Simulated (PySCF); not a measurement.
**One shape, several levels: CH4Si (SMILES C=[SiH2])**

We compute a comparison of 6 runs (B2PLYP/STO-3G, M06-2X/STO-3G, wB97X-V/STO-3G, CCSDTQ/STO-3G, NEVPT2(2,2)/STO-3G, QCISD(T)/STO-3G) of CH4Si. The job is set up through a Python script.

The calculation is run with PySCF 2.14.0.

5 further runs of the same task are left out: 5 set aside as unsound or not needed.

### Step 1. The system as given

The species is CH4Si (6 atoms), meant as a singlet with charge 0. As SMILES, `C=[SiH2]`. Geometry: relaxed at GFN2-xTB.

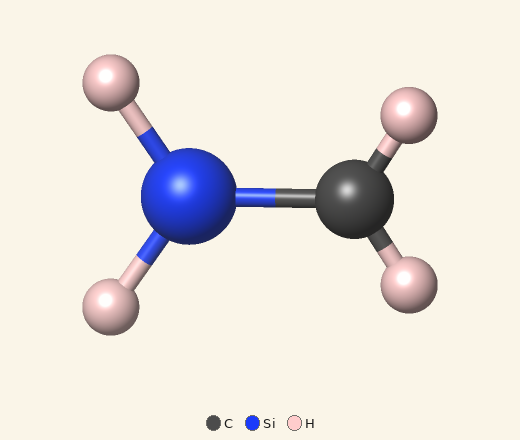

Viewed from a chosen angle; carbon dark grey, silicon blue, hydrogen pink.

### Step 2. The energy at B2PLYP/STO-3G (run 1)

Input file input.py:

```python
from pyscf import gto, dft, mp

molecule = gto.M(
    atom=[
    ('C', (-0.738690, -0.547160, -0.265100)),
    ('Si', (0.611270, 0.451760, 0.218260)),
    ('H', (-1.408510, -0.996610, 0.448130)),
    ('H', (-0.962920, -0.758160, -1.296740)),
    ('H', (0.952980, 0.765970, 1.600750)),
    ('H', (1.545870, 1.084200, -0.705300)),
],
    verbose=4,
    max_memory=1860,
    basis='sto-3g',
    spin=0,
)

mf = dft.RKS(molecule, xc='0.53*HF + 0.47*B88, 0.73*LYP')
mf.conv_tol = 1e-10
mf.grids.level = 5
mf.kernel()
if not mf.converged:
    mf = mf.newton().run(mf.mo_coeff, mf.mo_occ)

pt = mp.MP2(mf, frozen=6).run()
energy = mf.e_tot + 0.27 * pt.e_corr
print('PT2 part  %.8f' % (0.27 * pt.e_corr))
print('E(%s) = %.9f' % ('B2PLYP', energy))
```

Launch:

```
$ OMP_NUM_THREADS=1 python input.py
```

The log of the run:

```text
PySCF version 2.14.0

[INPUT] num. atoms = 6
[INPUT] num. electrons = 24
[INPUT] charge = 0
[INPUT] spin (= nelec alpha-beta = 2S) = 0
[INPUT] symmetry False subgroup None
[INPUT] Mole.unit = angstrom
[INPUT] Symbol           X                Y                Z      unit          X                Y                Z       unit  Magmom
[INPUT]  1 C     -0.738690000000  -0.547160000000  -0.265100000000 AA   -1.395921790955  -1.033982546317  -0.500966395622 Bohr   0.0
[INPUT]  2 Si     0.611270000000   0.451760000000   0.218260000000 AA    1.155132888163   0.853702674034   0.412451623948 Bohr   0.0
[INPUT]  3 H     -1.408510000000  -0.996610000000   0.448130000000 AA   -2.661698143711  -1.883319953003   0.846842968201 Bohr   0.0
[INPUT]  4 H     -0.962920000000  -0.758160000000  -1.296740000000 AA   -1.819655079866  -1.432714758600  -2.450483454768 Bohr   0.0
[INPUT]  5 H      0.952980000000   0.765970000000   1.600750000000 AA    1.800871202188   1.447473519633   3.024979093898 Bohr   0.0
[INPUT]  6 H      1.545870000000   1.084200000000  -0.705300000000 AA    2.921270924181   2.048841064253  -1.332823835656 Bohr   0.0

nuclear repulsion = 50.7894673064898
number of shells = 12
number of NR pGTOs = 54
number of NR cGTOs = 18
basis = sto-3g
ecp = {}

******** <class 'pyscf.dft.rks.RKS'> ********
method = RKS
initial guess = minao
damping factor = 0
level_shift factor = 0
DIIS = <class 'pyscf.scf.diis.CDIIS'>
diis_start_cycle = 1
diis_space = 8
diis_damp = 0
SCF conv_tol = 1e-10
SCF conv_tol_grad = None
SCF max_cycles = 50
direct_scf = True
direct_scf_tol = 1e-13
XC library pyscf.dft.libxc version 7.0.0
    S. Lehtola, C. Steigemann, M. J.T. Oliveira, and M. A.L. Marques.,  SoftwareX 7, 1–5 (2018)
XC functionals = 0.53*HF + 0.47*B88, 0.73*LYP
    A. D. Becke.,  Phys. Rev. A 38, 3098 (1988)
    C. Lee, W. Yang, and R. G. Parr.,  Phys. Rev. B 37, 785 (1988)
    B. Miehlich, A. Savin, H. Stoll, and H. Preuss.,  Chem. Phys. Lett. 157, 200 (1989)
radial grids:
    Treutler-Ahlrichs [JCP 102, 346 (1995); DOI:10.1063/1.469408] (M4) radial grids

becke partition: Becke, JCP 88, 2547 (1988); DOI:10.1063/1.454033
pruning grids: <function nwchem_prune>
grids dens level: 5
symmetrized grids: False
atomic radii adjust function: <function treutler_atomic_radii_adjust>
small_rho_cutoff = 0
Set gradient conv threshold to 1e-05
Initial guess from minao.
tot grids = 180696
init E= -325.581789361498
  HOMO = -0.1772152790581  LUMO = 0.0602339633409451  gap/eV = 6.46132
cycle= 1 E= -325.76013734316  delta_E= -0.178  |g|= 0.365  |ddm|= 2.82
  HOMO = -0.107042040300152  LUMO = 0.207963835213512  gap/eV = 8.57175
cycle= 2 E= -325.707513760616  delta_E= 0.0526  |g|= 0.538  |ddm|=  1.3
  HOMO = -0.148377352915647  LUMO = 0.168052156090794  gap/eV = 8.61049
cycle= 3 E= -325.8124946531  delta_E= -0.105  |g|= 0.0098  |ddm|= 0.772
  HOMO = -0.156531207104683  LUMO = 0.168979894387423  gap/eV = 8.85761
cycle= 4 E= -325.812567375234  delta_E= -7.27e-05  |g|= 0.00486  |ddm|= 0.0316
  HOMO = -0.155253171686442  LUMO = 0.169897692032472  gap/eV = 8.84781
cycle= 5 E= -325.81257605304  delta_E= -8.68e-06  |g|= 0.0014  |ddm|= 0.00731
  HOMO = -0.155204348337058  LUMO = 0.169634975224605  gap/eV = 8.83933
cycle= 6 E= -325.812576895813  delta_E= -8.43e-07  |g|= 0.00019  |ddm|= 0.00288
  HOMO = -0.155233742341745  LUMO = 0.169667275377231  gap/eV = 8.84101
cycle= 7 E= -325.812576914041  delta_E= -1.82e-08  |g|= 1.92e-05  |ddm|= 0.000513
  HOMO = -0.155241730231329  LUMO = 0.169670640242538  gap/eV = 8.84132
cycle= 8 E= -325.81257691417  delta_E= -1.3e-10  |g|= 3.99e-07  |ddm|= 3.42e-05
  HOMO = -0.155241280135862  LUMO = 0.169670305104505  gap/eV = 8.84129
cycle= 9 E= -325.812576914171  delta_E= -2.84e-13  |g|= 4.59e-08  |ddm|= 7.13e-07
  HOMO = -0.155241294510058  LUMO = 0.169670309788317  gap/eV = 8.84130
Extra cycle  E= -325.812576914171  delta_E= 1.14e-13  |g|= 4.71e-08  |ddm|= 1.23e-07
converged SCF energy = -325.812576914171

******** <class 'pyscf.mp.mp2.RMP2'> ********
nocc = 6, nmo = 12
frozen orbitals 6
E(RMP2) = -325.974045251341  E_corr = -0.161468337170102
E(SCS-RMP2) = -325.988417341902  E_corr = -0.175840427731268
E_corr(same-spin) = -0.0206787425456011
E_corr(oppo-spin) = -0.140789594624501
PT2 part  -0.04359645
E(B2PLYP) = -325.856173365
```

Run time: 2.3 s. Hardware: 1 thread of Arm Neoverse V2, shared host; peak memory 0.2 GiB.

### Step 3. The energy at M06-2X/STO-3G (run 2)

Input file run.py:

```python
# C=[SiH2]
from pyscf import gto, dft

molecule = gto.M(
    atom='''
C     -0.738690    -0.547160    -0.265100
Si     0.611270     0.451760     0.218260
H     -1.408510    -0.996610     0.448130
H     -0.962920    -0.758160    -1.296740
H      0.952980     0.765970     1.600750
H      1.545870     1.084200    -0.705300
''',
    verbose=3,
    max_memory=1860,
    basis='sto-3g',
)

ks = dft.RKS(molecule)
ks.xc = 'm06-2x'
ks.grids.level = 5
ks.conv_tol = 1e-10
ks.kernel()
if not ks.converged:
    ks = ks.newton().run(ks.mo_coeff, ks.mo_occ)

e_tot = ks.e_tot
print('E(%s) = %.9f' % ('M06-2X', e_tot))
```

Launch:

```
$ OMP_NUM_THREADS=1 python run.py
```

The log of the run:

```text
converged SCF energy = -326.073842095912
E(M06-2X) = -326.073842096
```

It took 3.3 s on 1 thread of Arm Neoverse V2, shared host; peak memory 0.2 GiB.

Run 3 isn't shown in full; the table further down has it.

### Step 4. The energy at CCSDTQ/STO-3G (run 4)

Input file run.py:

```python
# C=[SiH2]
from pyscf import gto, scf, cc

mol = gto.M(
    atom='''
C   -0.738690  -0.547160  -0.265100
Si   0.611270   0.451760   0.218260
H   -1.408510  -0.996610   0.448130
H   -0.962920  -0.758160  -1.296740
H    0.952980   0.765970   1.600750
H    1.545870   1.084200  -0.705300
''',
    max_memory=1860,
    charge=0,
    basis='sto-3g',
    verbose=3,
    spin=0,
)

calc0 = scf.RHF(mol)
calc0.conv_tol = 1e-10
calc0.kernel()
if not calc0.converged:
    calc0 = calc0.newton().run(calc0.mo_coeff, calc0.mo_occ)

mycc = cc.CCSDTQ(calc0, frozen=6)
mycc.kernel()
etot = mycc.e_tot
print('E = %.10f Eh' % etot)
```

Launch:

```
$ OMP_NUM_THREADS=1 python run.py
```

The log of the run:

```text
converged SCF energy = -325.214062166406
_make_eris_incore_RCCSDTQ

WARN: A large `blksize` is being used, which may cause large memory consumption
      for storing contraction intermediates. If memory is sufficient, consider using
      `pyscf.cc.rccsdtq_highm.RCCSDTQ` instead.

RCCSDTQ converged
E(RCCSDTQ) = -325.3787289314871   E_corr = -0.1646667650812524
E_corr(same-spin) = -0.00925159317923194
E_corr(oppo-spin) = -0.15541517190202
E = -325.3787289315 Eh
```

Run time: 16 s. Hardware: 1 thread of Arm Neoverse V2, shared host; peak memory 0.14 GiB.

Run 5 isn't shown in full; the table further down has it.

### Step 5. A single-point energy at QCISD(T)/STO-3G (run 6)

Input file job.py:

```python
from pyscf import gto, scf, cc

system = gto.Mole()
system.atom = '''
C     -0.738690    -0.547160    -0.265100
Si     0.611270     0.451760     0.218260
H     -1.408510    -0.996610     0.448130
H     -0.962920    -0.758160    -1.296740
H      0.952980     0.765970     1.600750
H      1.545870     1.084200    -0.705300
'''
system.charge = 0
system.max_memory = 1860
system.verbose = 4
system.basis = 'sto-3g'
system.build()

hf = scf.RHF(system)
hf.conv_tol = 1e-10
hf.kernel()
if not hf.converged:
    hf = hf.newton().run(hf.mo_coeff, hf.mo_occ)

mycc = cc.QCISD(hf, frozen=6)
mycc.kernel()
e_t = mycc.qcisd_t()
energy = mycc.e_tot + e_t
print('E = %.10f Eh' % energy)
```

Launch:

```
$ OMP_NUM_THREADS=1 python job.py
```

The log of the run:

```text
PySCF version 2.14.0

[... 56 lines left out ...]
converged SCF energy = -325.214062166406
[... 11 lines left out ...]
Init t2, MP2 energy = -325.336470664763  E_corr(MP2) -0.122408498357564
[... 12 lines left out ...]
QCISD converged
[... 2 lines left out ...]
E = -325.3778789000 Eh
```

Run time: 0.56 s. Hardware: 1 thread of Arm Neoverse V2, shared host; peak memory 0.1 GiB.

### Step 6. All runs side by side

| run | level | frozen core orbitals | nlc grid | energy (Eh) | dipole moment (D) of the reference | HOMO energy (eV) | LUMO energy (eV) | wall time |
| --- | --- | --- | --- | --- | --- | --- | --- | --- |
| 1 | B2PLYP/STO-3G | 6 | – | -325.856173 | 0.92 | -4.22 | 4.62 | 2.3 s |
| 2 | M06-2X/STO-3G | – | – | -326.073842 | 0.85 | -4.53 | 4.10 | 3.3 s |
| 3 | wB97X-V/STO-3G | – | 1 | -326.017640 | 0.87 | -5.77 | 5.42 | 16 s |
| 4 | CCSDTQ/STO-3G | 6 | – | -325.378729 | 1.13 | -5.50 | 7.26 | 16 s |
| 5 | NEVPT2(2,2)/STO-3G | – | – | -325.350781 | 1.13 | -5.50 | 7.26 | 0.68 s |
| 6 | QCISD(T)/STO-3G | 6 | – | -325.377879 | 1.13 | -5.50 | 7.26 | 0.56 s |

### Step 7. Outcome

| quantity | value |
| --- | --- |
| run 6: total energy | -325.37788 Eh |
| run 6: dipole moment (Hartree–Fock density) | 1.13 D |
| run 6: HOMO energy (Hartree–Fock orbitals) | -5.50 eV |
| run 6: LUMO energy (Hartree–Fock orbitals) | 7.26 eV |
| run 6: HOMO–LUMO gap (Hartree–Fock orbitals) | 12.77 eV |
| run 6: correlation energy (6 core orbitals frozen) | -163.8 mEh |
| run 6: (T) correction | -1.22 mEh |
| run 6: T1 diagnostic | 0.018 |

In words: Over runs 1, 2, 3 the dipole moment (its size) runs from 0.85 D (M06-2X/STO-3G) to 0.92 D (B2PLYP/STO-3G). A double hybrid's value is that of its SCF part. Over runs 1, 2, 3 the HOMO–LUMO gap runs from 8.63 eV (M06-2X/STO-3G) to 11.19 eV (wB97X-V/STO-3G). Totals of different functionals can't be ranked against each other. In runs 1, 2, 3, 4, 5, 6 the basis is minimal, so the values are rough. All runs together took 39 s, the longest 16 s.
